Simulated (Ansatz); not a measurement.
# How fast states decay through MgCd3O4, part 2 of 3

A new crystal, MgCd3O4: structure, gap and complex bands. It is built by putting Cd for Zn in the MgZn3O4 structure of space group Cm, with the volume rescaled by atomic radii. The parent structure comes from the Materials Project.

Ansatz 0.2.0; r2SCAN DFT, plane waves, PAW files (the session's first sound run).

So far. Step 2 (Relaxing the new crystal): The largest force component on a free atom ends at 0.0039 eV/Å.

The structure was built from a prototype and need not be the compound's stable phase.

## Step 3: The bulk crystal and its band edges

The energy window and the wavevectors of the next steps follow from the band edges, so these are searched first, off the mesh as well.

File input.yaml:

```yaml
crystal:
  lattice:
    - [6.3825304295, -1.7518248665, -0.0046655718]
    - [6.3825304295, 1.7518248665, -0.0046655718]
    - [-2.8945910055, 0.0, 5.3987721799]
  atoms:
    - { symbol: Mg, position: [0.7498081956, 0.7498081956, 0.0860814984] }
    - { symbol: Cd, position: [0.2475682605, 0.2475682605, 0.5794302233] }
    - { symbol: Cd, position: [0.4941220096, 0.4941220096, 0.1630493281] }
    - { symbol: Cd, position: [0.0081720485, 0.0081720485, 0.6693374141] }
    - { symbol: O, position: [0.9256079001, 0.9256079001, 0.2658865117] }
    - { symbol: O, position: [0.4415372092, 0.4415372092, 0.7715465374] }
    - { symbol: O, position: [0.2049540717, 0.2049540717, 0.8936584292] }
    - { symbol: O, position: [0.6902712947, 0.6902712947, 0.3330930379] }
kpoints:
  mp_grid: { grid: [8, 8, 6] }
  band_path: { path: [VBM, CBM], npoints: 30 }
scf:
  occupations: { method: fixed }
hamiltonian:
  xc: r2scan
output:
  eigenvalues: true
  write_potential: true
  write_density: true
  volumetric_format: npy
  elf: true
```

Command:

```
$ ansatz run input.yaml --threads 2 --pin off --max-ram 4096MiB --backend cpu --events-out ev --progress --plain --runs-dir out
```

Numbers of over 12 decimals in the logs are rounded to 6 here.

The program printed:

```text
[...]
Crystal: 8 atoms, lattice volume = 120.681 Å³
Basis set: ecut = 500 eV, 3037 PW (Γ), exchange–correlation on 200×200×180 points (64 copies of the dense FFT grid, shifted against one another)
Bands: 57, of which v1, the nominal top of the filled ones, is band 47 counted from 1 (46 counted from 0)
Symmetry: 2 space group operations
[...]
k-points: 114 of 384 (time reversal used)
[...]
SCF iter   1: F=—  HF=-29007.382587 eV  |F-HF|=—  |Δ(HF+E_count)|=         —  Δρ=9.88e-3  dr2=1.06e-1  dr2_τ=2.37e-1  ethr=1.77e-3  ⟨swp⟩=5.0  Hψ=19461  notcnv=0  defer=911
[...]
SCF iter   9: F=-29007.493342 eV  HF=-29007.493342 eV  |F-HF|=1.46e-9  |Δ(HF+E_count)|=   9.66e-9  Δρ=2.32e-6  dr2=6.46e-9  dr2_τ=6.60e-10  ethr=1.06e-10  ⟨swp⟩=2.7  Hψ=13298  notcnv=0
SCF 1 converged in 9 iterations: F = -29007.493342 eV  dr2 = 6.46e-9
[...]
NSCF: frozen V_eff on 68 k-points
[...]
SCF converged after 9 iterations
Free energy (F): -29007.493342 eV
[...]
Internal energy: -29007.493342 eV  (E = F + TS)
E sigma→0 (E₀):  -29007.493342 eV
Fermi energy:    7.986814 eV
[...]
--- Band table (eV; the first three rows and the last of 114) ---
  k-point 0: bands = [... 43 lower, 7.3099, 7.7946, 7.8978, 7.9868, 8.7231, 13.1930, 13.6221, 13.7363, ... 6 higher]
  k-point 1: bands = [... 43 lower, 7.3008, 7.4350, 7.8122, 7.9394, 9.2774, 12.9961, 13.5008, 13.9529, ... 6 higher]
  k-point 2: bands = [... 43 lower, 7.1333, 7.3575, 7.7501, 7.8092, 10.2075, 12.2875, 13.5806, 14.1708, ... 6 higher]
  k-point 113: bands = [... 43 lower, 7.0699, 7.4889, 7.5818, 7.6749, 10.9804, 11.3474, 13.7198, 14.2831, ... 6 higher]
```

It took 2.6 min on 2 threads of Arm Neoverse V1, shared host; peak memory 1.2 GiB; 5.3 min of CPU time.

The column dr2 measures how far the density is from self-consistency, as an energy; F and HF (Harris–Foulkes) agree once it is small.

Numbers from this step:

```
free energy         : -29007.4933 eV
Fermi energy        : 7.987 eV
gap on the k-mesh   : 0.7363 eV
gap on path         : 0.7363 eV, by band count; negative where bands overlap
direct gap on path  : 0.7363 eV
edge places on path : 0, 0 1/A along the path
```

Levels at VBM (eV): -7.15, -7.08, -7.06, -6.93, -6.81, -6.74, -6.65, -6.64, -6.38, -6.36, -6.26, -6.20, -6.16, -6.09, -5.92, -3.99, -3.70, -3.40, -1.70, -1.46, -1.10, -1.05, -0.85, -0.68, -0.19, -0.09, 0.00, 0.74, 5.21, 5.64, 5.75, 7.69.

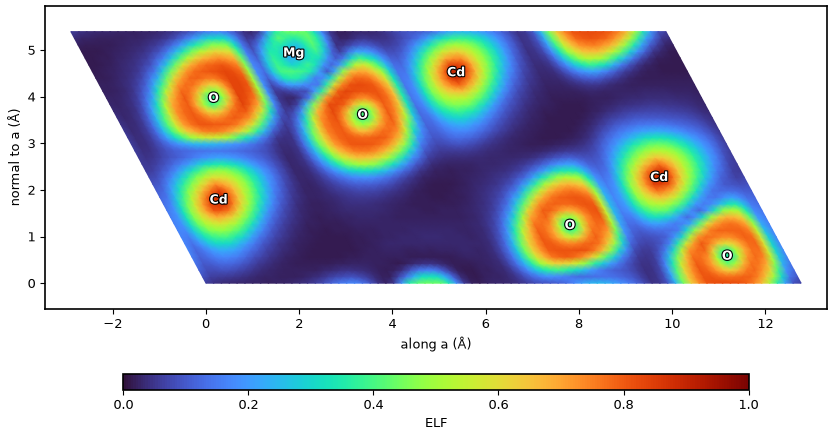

ELF in the ac plane of the conventional cell at fractional y = 0.000, with atoms of Mg and Cd and O within 0.2 Å of it. It is the smooth field of the valence electrons, not physical close to the nuclei. The map starts off the cell's origin, so that atoms lie inside it.

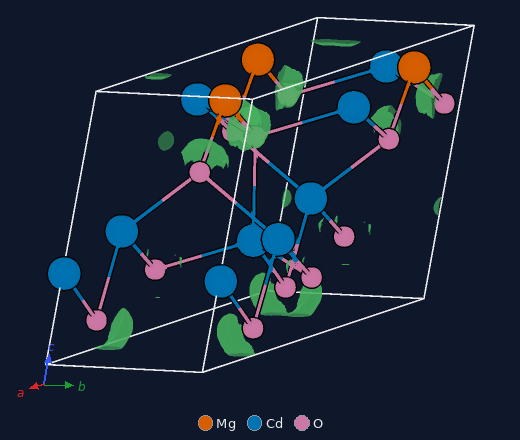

Surface of ELF = 0.82.

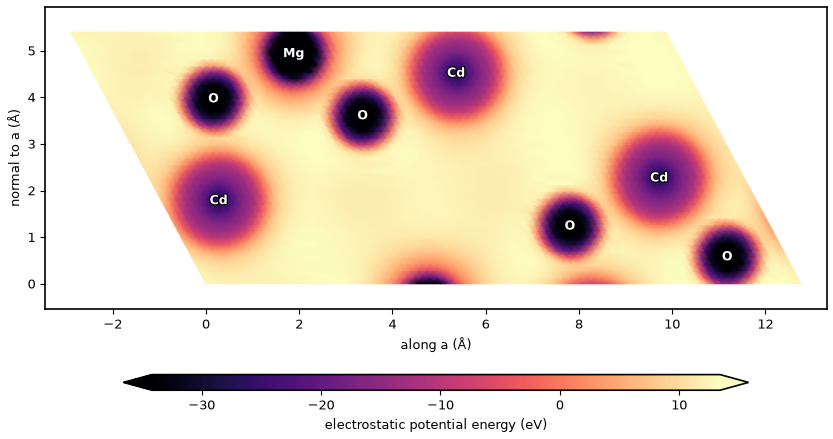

Electrostatic potential energy in the ac plane of the conventional cell at fractional y = 0.000, with atoms of Mg and Cd and O within 0.2 Å of it. With pseudopotentials it is smooth inside the atoms' cores, unlike the true potential. The map starts off the cell's origin, so that atoms lie inside it.

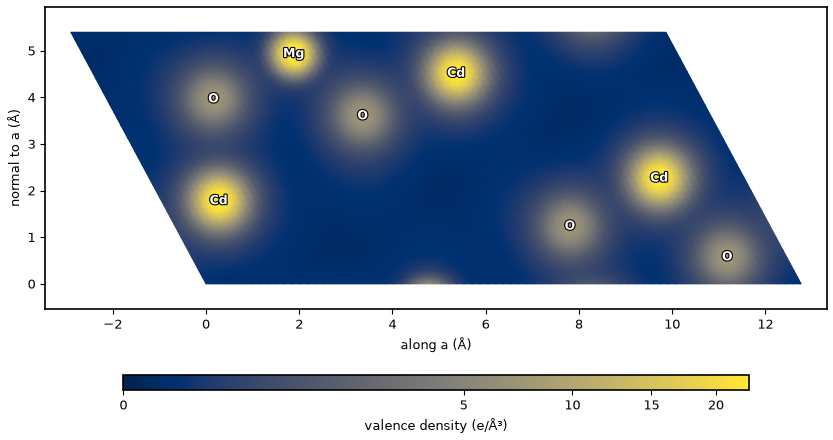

Valence density in the ac plane of the conventional cell at fractional y = 0.000, with atoms of Mg and Cd and O within 0.2 Å of it. It is the smooth field of the valence electrons, not physical close to the nuclei. The map starts off the cell's origin, so that atoms lie inside it. The colour scale is stretched toward low values.

The searched edges give 0.736 eV, as on the mesh.

## Step 4: Decaying states in the gap

This step: r2SCAN DFT, plane waves, PAW files; complex bands by layer matching along the plane's normal (Ansatz 0.2.0).

The same crystal is laid in a cell whose first two vectors span the (100) plane (indices of the standard conventional cell, whose axes can be ordered otherwise than in the bulk input). At fixed energy and wavevector in the plane the solver finds all kz, real and complex. A few wavevectors are listed, (0, 0) and (0.5, 0) in units of the plane's reciprocal vectors; the slowest state needn't be among them.

File input.yaml:

```yaml
crystal:
  lattice:
    - [3.503649733, 0.0, 0.0]
    - [0.0, 6.125797755, 0.0]
    - [1.751824866, 3.020015396, 5.622830556]
  atoms:
    - { symbol: Mg, position: [0.7498081956, 0.0860814984, 0.5003836088] }
    - { symbol: Cd, position: [0.2475682605, 0.5794302233, 0.504863479] }
    - { symbol: Cd, position: [0.4941220096, 0.1630493281, 0.0117559808] }
    - { symbol: Cd, position: [0.0081720485, 0.6693374141, 0.983655903] }
    - { symbol: O, position: [0.9256079001, 0.2658865117, 0.1487841998] }
    - { symbol: O, position: [0.4415372092, 0.7715465374, 0.1169255816] }
    - { symbol: O, position: [0.2049540717, 0.8936584292, 0.5900918566] }
    - { symbol: O, position: [0.6902712947, 0.3330930379, 0.6194574106] }
kpoints:
  mp_grid: { grid: [8, 4, 8] }
scf:
  occupations: { method: fixed }
hamiltonian:
  xc: r2scan
output:
  eigenvalues: true
  transmission:
    leads: [[0, 0]]
    kpoints: [[0.0, 0.0], [0.5, 0.0]]
    e_range: [-1.0, 1.74]
    de: 0.05
```

The program printed:

```text
[...]
Crystal: 8 atoms, lattice volume = 120.681 Å³
Basis set: ecut = 500 eV, 3037 PW (Γ), exchange–correlation on 108×180×200 points (64 copies of the dense FFT grid, shifted against one another)
Bands: 57, of which v1, the nominal top of the filled ones, is band 47 counted from 1 (46 counted from 0)
Symmetry: 2 space group operations
[...]
k-points: 78 of 256 (time reversal used)
[...]
SCF iter   1: F=—  HF=-29007.382196 eV  |F-HF|=—  |Δ(HF+E_count)|=         —  Δρ=9.89e-3  dr2=1.06e-1  dr2_τ=2.37e-1  ethr=1.77e-3  ⟨swp⟩=5.0  Hψ=13303  notcnv=0  defer=623
[...]
SCF iter   9: F=-29007.493091 eV  HF=-29007.493091 eV  |F-HF|=1.48e-9  |Δ(HF+E_count)|=   9.66e-9  Δρ=2.32e-6  dr2=6.47e-9  dr2_τ=6.60e-10  ethr=1.06e-10  ⟨swp⟩=2.7  Hψ=9140  notcnv=0
SCF 1 converged in 9 iterations: F = -29007.493091 eV  dr2 = 6.47e-9
[...]
transmission: 8 of 16 steps passed
transmission: 16 of 16 steps passed
SCF converged after 9 iterations
Free energy (F): -29007.493091 eV
[...]
Internal energy: -29007.493091 eV  (E = F + TS)
E sigma→0 (E₀):  -29007.493091 eV
Fermi energy:    7.987065 eV
[...]
--- Band table (eV; the first three rows and the last of 78) ---
  k-point 0: bands = [... 43 lower, 7.3099, 7.7948, 7.8982, 7.9871, 8.7231, 13.1930, 13.6221, 13.7363, ... 6 higher]
  k-point 1: bands = [... 43 lower, 7.3520, 7.5447, 7.9006, 7.9713, 9.0548, 12.8573, 13.6371, 14.0294, ... 6 higher]
  k-point 2: bands = [... 43 lower, 7.1934, 7.4463, 7.8945, 7.9290, 9.6742, 12.3389, 13.6596, 14.3683, ... 6 higher]
  k-point 77: bands = [... 43 lower, 6.8330, 7.0302, 7.2144, 7.2640, 12.9834, 13.5641, 13.8336, 14.6642, ... 6 higher]
--- Transmission ---
  basis      : 223 plane waves across, 8 finite elements along
  points     : 2, as listed
  energies   : 55 from -1.000000 to 1.700000 eV about the Fermi level, 0.050000 eV apart; the leads are filled to 0.368033 eV, and channels, transmission and decay are at 0.350000 eV
  crystal 0  : Cd3O4Mg1, at the sites [0, 0], period 5.6228 Å: whole cells are its period
    offset         : up to 0.0000 Å between an atom of the period and one for which it stands
    channels       : 0.000000e0 a spin
    conductance    : none, the energies end too early or step too widely for 300 K: set another output.transmission.e_range or a lower de, or, where they end at an eighth of basis.ecutwfc, a higher one
    slowest decay  : 0.1051 /Å at (0.0000, 0.0000)
```

Run time: 97 s. Hardware: 2 threads; peak memory 0.92 GiB; 3.2 min of CPU time.

This step gave:

```
free energy                                               : -29007.4931 eV
gap on the k-mesh                                         : 0.7361 eV
level to which the leads are filled                       : 0.3680 eV from the Fermi level
decay constant at the filling level, zone centre          : 0.1051 Å⁻¹
decay constant at the filling level, slowest listed point : 0.1051 Å⁻¹
```

K parallel (0, 0); values up to 1.5 1/Å, a degenerate pair printed once or twice; energies at which all values exceed this have no row. The Im kz of the slowest decaying states by energy, zero at the highest filled level on the SCF mesh:

```
energy (eV)  decay 1 (Å⁻¹)  decay 2 (Å⁻¹)  decay 3 (Å⁻¹)  decay 4 (Å⁻¹)
    -1.0000          0.115          0.275          0.287           1.02
    -0.7500          0.165          0.215          0.244          0.384
    -0.5000          0.287          0.355          0.454          0.996
    -0.2500          0.180          0.311          0.321          0.481
     0.0000         0.0191         0.0909          0.304          0.411
     0.2500          0.108          0.414          0.487          0.528
     0.5000         0.0914          0.452          0.641          0.641
     0.7500          0.472          0.733          0.739          0.748
     1.0000          0.488          0.780          0.819          0.833
     1.2500          0.499          0.822          0.885          0.906
     1.5000          0.509          0.860          0.932          0.943
```

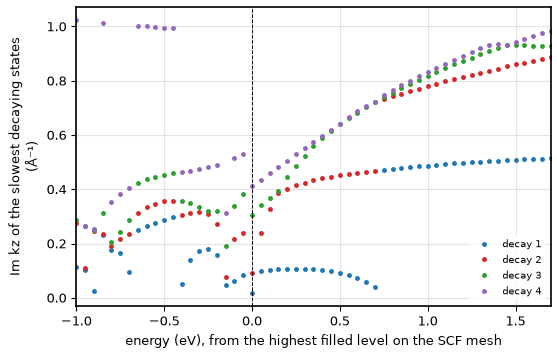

Im kz of the slowest decaying states against energy.

K parallel (0, 0). Re kz of states that move upwards against energy, zero at the highest filled level on the SCF mesh:

```
energy (eV)  channel 1 (Å⁻¹)  channel 2 (Å⁻¹)  channel 3 (Å⁻¹)
      -1.00           -0.381            0.306                -
      -0.85           -0.309         -0.00211            0.458
      -0.70           -0.238                -                -
      -0.50           -0.161            0.337                -
      -0.35           -0.104                -                -
      -0.20          -0.0199                -                -
      -0.05           -0.256                -                -
       0.00                -                -                -
       0.10                -                -                -
       0.25                -                -                -
       0.45                -                -                -
       0.60                -                -                -
       0.75           0.0257                -                -
       0.90           0.0926                -                -
       1.05            0.135                -                -
       1.20            0.172                -                -
       1.40            0.218                -                -
       1.55            0.250                -                -
       1.70            0.282                -                -
```

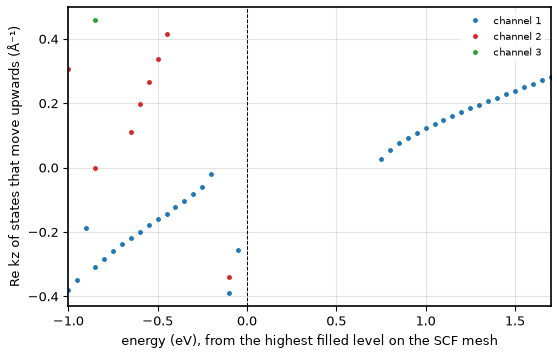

Re kz of states that move upwards against energy.

K parallel (0.5, 0); values up to 1.5 1/Å, a degenerate pair printed once or twice; energies at which all values exceed this have no row. Table of Im kz of the slowest decaying states by energy, zero at the highest filled level on the SCF mesh:

```
energy (eV)  decay 1 (Å⁻¹)  decay 2 (Å⁻¹)  decay 3 (Å⁻¹)  decay 4 (Å⁻¹)
    -1.0000         0.0497          0.212           1.19           1.25
    -0.7500          0.229          0.352           1.19           1.25
    -0.5000          0.281          0.441           1.19           1.24
    -0.2500          0.352          0.509           1.19           1.24
     0.0000          0.400          0.565           1.18           1.23
     0.2500          0.435          0.612           1.17           1.23
     0.5000          0.463          0.653           1.16           1.22
     0.7500          0.486          0.690           1.15           1.22
     1.0000          0.505          0.724           1.14           1.21
     1.2500          0.520          0.755           1.12           1.21
     1.5000          0.533          0.785           1.11           1.20
```

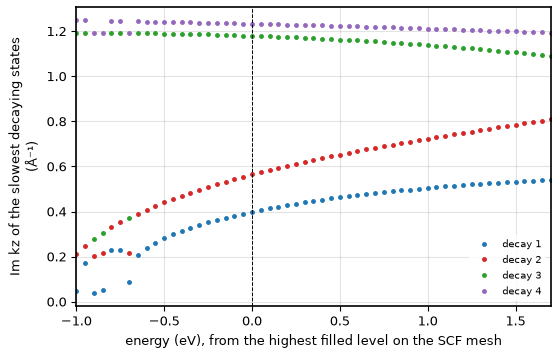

Im kz of the slowest decaying states against energy.

At the listed wavevectors the last open channel is at -0.05 eV and the next at +0.75 eV on the grid. At +0.35 eV, the grid energy nearest the filling level (the middle of the gap on the SCF mesh), the slowest state at the listed wavevectors decays with κ = 0.105 Å⁻¹, its amplitude falling by e over 9.5 Å. Through 1 nm of this crystal that state's transmission falls by exp(−2 × 0.105 Å⁻¹ × 10 Å) = 0.12.

## Step 5: Decay over the two-dimensional zone

The listed points could miss the slowest state, so one energy near mid-gap is solved on a mesh of 12×8.

Edit input.yaml of step 4 so:

```diff
@@ -22,6 +22,2 @@
   eigenvalues: true
-  transmission:
-    leads: [[0, 0]]
-    kpoints: [[0.0, 0.0], [0.5, 0.0]]
-    e_range: [-1.0, 1.74]
-    de: 0.05
+  transmission: { leads: [[0, 0]], kmesh: [12, 8], e_range: [0.37, 0.38], de: 0.05 }
```

The program printed:

```text
[...]
Crystal: 8 atoms, lattice volume = 120.681 Å³
Basis set: ecut = 500 eV, 3037 PW (Γ), exchange–correlation on 108×180×200 points (64 copies of the dense FFT grid, shifted against one another)
Bands: 57, of which v1, the nominal top of the filled ones, is band 47 counted from 1 (46 counted from 0)
Symmetry: 2 space group operations
[...]
k-points: 78 of 256 (time reversal used)
[...]
SCF iter   1: F=—  HF=-29007.382196 eV  |F-HF|=—  |Δ(HF+E_count)|=         —  Δρ=9.89e-3  dr2=1.06e-1  dr2_τ=2.37e-1  ethr=1.77e-3  ⟨swp⟩=5.0  Hψ=13303  notcnv=0  defer=623
[...]
SCF iter   9: F=-29007.493091 eV  HF=-29007.493091 eV  |F-HF|=1.48e-9  |Δ(HF+E_count)|=   9.66e-9  Δρ=2.32e-6  dr2=6.47e-9  dr2_τ=6.60e-10  ethr=1.06e-10  ⟨swp⟩=2.7  Hψ=9140  notcnv=0
SCF 1 converged in 9 iterations: F = -29007.493091 eV  dr2 = 6.47e-9
[...]
transmission: 32 of 280 steps passed
transmission: 64 of 280 steps passed
[...]
transmission: 280 of 280 steps passed
SCF converged after 9 iterations
Free energy (F): -29007.493091 eV
[...]
Internal energy: -29007.493091 eV  (E = F + TS)
E sigma→0 (E₀):  -29007.493091 eV
Fermi energy:    7.987065 eV
[...]
--- Band table (eV; the first three rows and the last of 78) ---
  k-point 0: bands = [... 43 lower, 7.3099, 7.7948, 7.8982, 7.9871, 8.7231, 13.1930, 13.6221, 13.7363, ... 6 higher]
  k-point 1: bands = [... 43 lower, 7.3520, 7.5447, 7.9006, 7.9713, 9.0548, 12.8573, 13.6371, 14.0294, ... 6 higher]
  k-point 2: bands = [... 43 lower, 7.1934, 7.4463, 7.8945, 7.9290, 9.6742, 12.3389, 13.6596, 14.3683, ... 6 higher]
  k-point 77: bands = [... 43 lower, 6.8330, 7.0302, 7.2144, 7.2640, 12.9834, 13.5641, 13.8336, 14.6642, ... 6 higher]
--- Transmission ---
  basis      : 223 plane waves across, 8 finite elements along
  points     : 35, standing for a mesh of 12 x 8
  energies   : 1 from 0.370000 to 0.370000 eV about the Fermi level; the leads are filled to 0.368033 eV, and channels, transmission and decay are at 0.370000 eV
  crystal 0  : Cd3O4Mg1, at the sites [0, 0], period 5.6228 Å: whole cells are its period
[...]
channels       : 0.000000e0 a spin
    conductance    : none, crystal 0 has no channel at the energies, or these end too early or step too widely for 300 K: set another output.transmission.e_range or a lower de, or, where they end at an eighth of basis.ecutwfc, a higher one
    slowest decay  : 0.1040 /Å at (0.0000, 0.0000)
```

Wall time 2.1 min (2 threads); peak memory 0.99 GiB.

Numbers from this step:

```
least decay constant on the mesh : 0.104 Å⁻¹
```

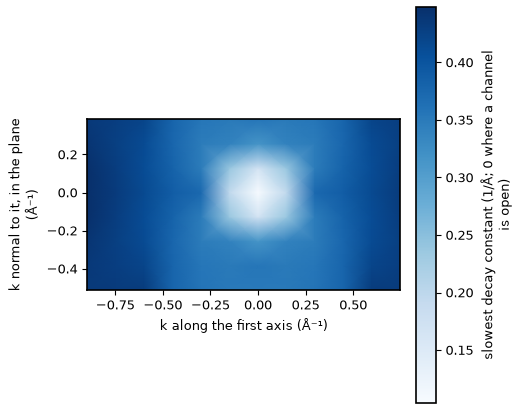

Slowest decay constant (1/Å; 0 where a channel is open) over k1 and k2. At 0.3700 eV from the Fermi level.

The least value on the mesh is 0.104 Å⁻¹ at +0.37 eV. At that energy the listed points give about 0.104 Å⁻¹ by interpolation, so the mesh holds no clearly slower state.

## Step 6: Band edges at another level, cutoff 420 eV

This step: PBEsol DFT, plane waves, PAW files (Ansatz 0.2.0).

The edges again with PBEsol, at the same atoms. Against that run the cutoff is 420 eV against 500.

File input.yaml:

```yaml
crystal:
  lattice:
    - [6.3825304295, -1.7518248665, -0.0046655718]
    - [6.3825304295, 1.7518248665, -0.0046655718]
    - [-2.8945910055, 0.0, 5.3987721799]
  atoms:
    - { symbol: Mg, position: [0.7498081956, 0.7498081956, 0.0860814984] }
    - { symbol: Cd, position: [0.2475682605, 0.2475682605, 0.5794302233] }
    - { symbol: Cd, position: [0.4941220096, 0.4941220096, 0.1630493281] }
    - { symbol: Cd, position: [0.0081720485, 0.0081720485, 0.6693374141] }
    - { symbol: O, position: [0.9256079001, 0.9256079001, 0.2658865117] }
    - { symbol: O, position: [0.4415372092, 0.4415372092, 0.7715465374] }
    - { symbol: O, position: [0.2049540717, 0.2049540717, 0.8936584292] }
    - { symbol: O, position: [0.6902712947, 0.6902712947, 0.3330930379] }
kpoints:
  mp_grid: { grid: [8, 8, 6] }
  band_path: { path: [VBM, CBM], npoints: 30 }
scf:
  occupations: { method: fixed }
hamiltonian:
  xc: pbesol
output:
  eigenvalues: true
```

The program printed:

```text
[...]
Crystal: 8 atoms, lattice volume = 120.681 Å³
Basis set: ecut = 420 eV, 2345 PW (Γ)
Bands: 57, of which v1, the nominal top of the filled ones, is band 47 counted from 1 (46 counted from 0)
Symmetry: 2 space group operations
[...]
k-points: 114 of 384 (time reversal used)
[...]
SCF iter   1: F=—  HF=-28708.691444 eV  |F-HF|=—  |Δ(HF+E_count)|=         —  Δρ=1.43e-2  dr2=2.24e-1  ethr=1.77e-3  ⟨swp⟩=5.0  Hψ=19444  notcnv=0  defer=911
[...]
SCF iter   9: F=-28708.637064 eV  HF=-28708.637064 eV  |F-HF|=1.99e-8  |Δ(HF+E_count)|=   1.35e-8  Δρ=3.47e-6  dr2=1.71e-8  ethr=1.06e-10  ⟨swp⟩=2.9  Hψ=12373  notcnv=0
SCF 1 converged in 9 iterations: F = -28708.637064 eV  dr2 = 1.71e-8
[...]
SCF converged after 9 iterations
Free energy (F): -28708.637064 eV
[...]
Internal energy: -28708.637064 eV  (E = F + TS)
E sigma→0 (E₀):  -28708.637064 eV
Fermi energy:    8.174337 eV
[...]
--- Band table (eV; the first three rows and the last of 114) ---
  k-point 0: bands = [... 43 lower, 7.5005, 7.9798, 8.0790, 8.1743, 8.4464, 12.7322, 13.2111, 13.3223, ... 6 higher]
  k-point 1: bands = [... 43 lower, 7.4892, 7.5467, 7.9997, 8.1272, 9.0796, 12.6030, 13.0750, 13.5155, ... 6 higher]
  k-point 2: bands = [... 43 lower, 7.3326, 7.5429, 7.9398, 7.9973, 9.9861, 11.9492, 13.1756, 13.7316, ... 6 higher]
  k-point 113: bands = [... 43 lower, 7.2630, 7.6793, 7.7709, 7.8594, 10.7407, 11.0292, 13.3219, 13.8459, ... 6 higher]
```

Run time: 83 s. Hardware: 2 threads; peak memory 0.74 GiB.

Numbers from this step:

| Quantity | Value |
| --- | --- |
| free energy | -28708.6371 eV |
| Fermi energy | 8.174 eV |
| gap on the k-mesh | 0.2720 eV |
| gap on path | 0.2720 eV, by band count; negative where bands overlap |
| direct gap on path | 0.2720 eV |

Levels at VBM (eV): -6.94, -6.85, -6.83, -6.71, -6.58, -6.53, -6.43, -6.40, -6.14, -6.12, -6.02, -5.95, -5.93, -5.84, -5.68, -4.04, -3.76, -3.43, -1.64, -1.46, -1.08, -1.05, -0.85, -0.67, -0.19, -0.10, 0.00, 0.27, 4.56, 5.04, 5.15, 7.03, 7.31.

The searched edges give 0.272 eV, as on the mesh.

Between step 3 and this run (PBEsol and cutoff 420 eV) the value for the gap on the k-mesh moves from 0.736 eV to 0.272 eV.

(Part 2 of 3 ends here.)

[Logs are printed without paths, hosts, clocks, repeated set-up lines and the standing remarks that a program may print on its own settings, such as how far it seeks lower states.]

[Hosts, paths, dates, database ids (printed as entryN), source tags and the programs' standing remarks are cut or masked in the printed files.]

[New means built here by substitution; the compound itself may be known and measured.]
